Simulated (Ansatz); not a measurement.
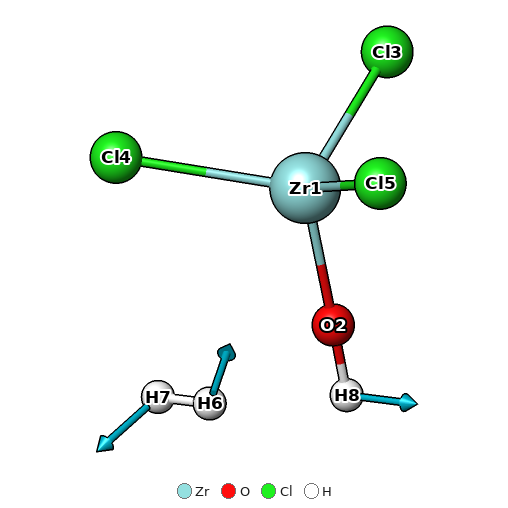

The arrows show one normal mode. Charge 0, singlet. Harmonic vibrations computed with RKS PBE0-D4/def2-TZVP, core potentials on Zr (Ansatz 0.2.0) at a stationary point of the same level.

### At what wavenumber does it lie?

256 cm⁻¹; it is mode 12 of 18 counted from the lowest.
